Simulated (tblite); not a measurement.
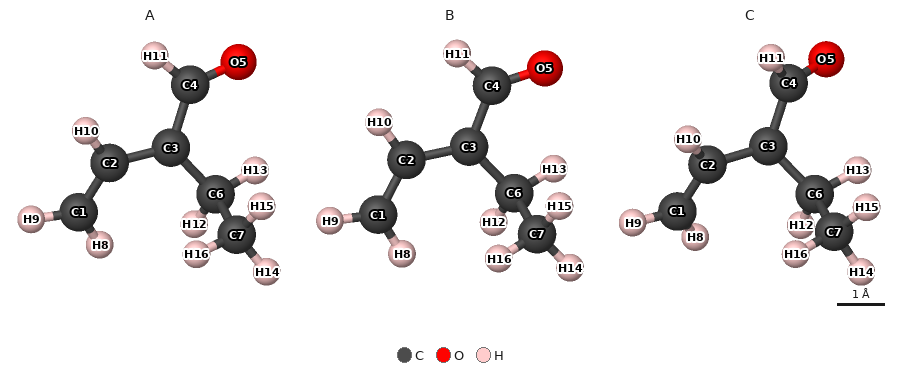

3 geometries from one relaxation of C$_{6}$H$_{9}$O (multiplicity 2), in shuffled order. A ball-and-stick model, seen face on.

Computed with GFN2-xTB geometry optimisation, gas phase (tblite). 

**Put them in the order of the run, from the start to the converged end.**

C, A, B. They are steps 0, 20, 62, at +72.9 kJ/mol, +7.52 kJ/mol relative to the last. The energy falls by 72.9 kJ/mol in 62 geometry steps. O5 moves most after the best rigid fit: 0.84 Å. By element the largest moves are O 0.84 Å, H 0.77 Å, C 0.24 Å. Some distances before and after: C2–C3 1.460 → 1.408 Å, C6–C7 1.494 → 1.536 Å, C6–H13 1.126 → 1.092 Å, C3–C6 1.461 → 1.490 Å. Bond angles that change, for instance: C3–C4–H11 121.0° → 114.5°, C3–C6–C7 117.2° → 110.8°, C3–C4–O5 119.3° → 125.2°. Groups turn about C3–C4 by about 35°, C2–C3 by about 35°. Cost: 0.53 s on 1 thread of Arm Neoverse N1, on a shared host.
